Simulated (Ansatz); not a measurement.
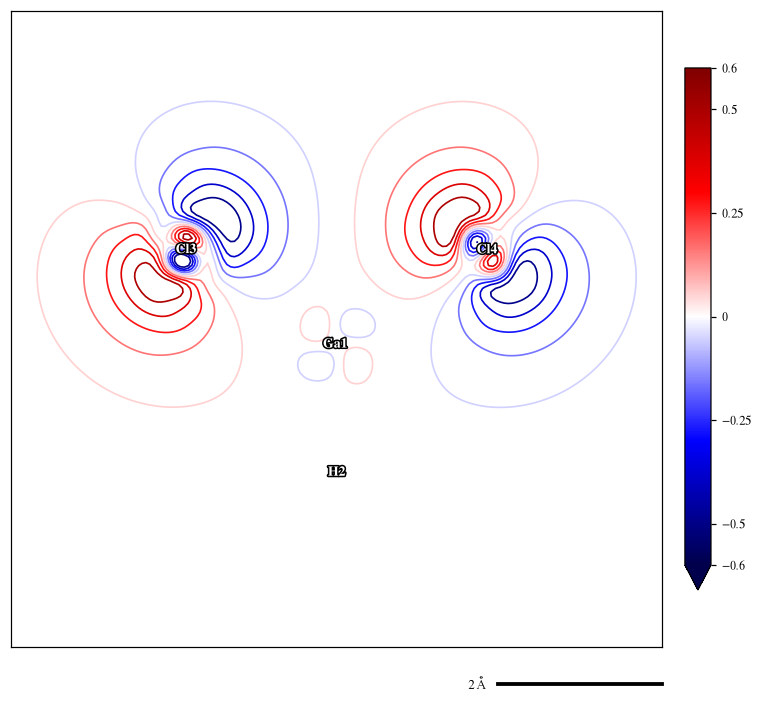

*Cl2GaH. One frontier orbital on the molecular plane (values in Å⁻³ᐟ²; the overall sign is arbitrary).*

Theory: Ansatz 0.2.0, RKS revPBE/def2-SVP.

```tsv
atom	x (Å)	y (Å)	z (Å)
Ga	0.3174	0.0000	0.3816
H	0.0905	0.0000	1.9277
Cl	2.3005	0.0000	-0.4898
Cl	-1.3308	0.0000	-1.0243
```

Which orbital is it: HOMO or LUMO?

The HOMO, at −7.52 eV. By Hirshfeld shares it lies mainly on Cl4 (about 45 %) and Cl3 (about 45 %); it is symmetric in the molecular plane (an in-plane orbital: σ, lone-pair or in-plane π type); largely a combination of lone pairs on Cl4 and Cl3.
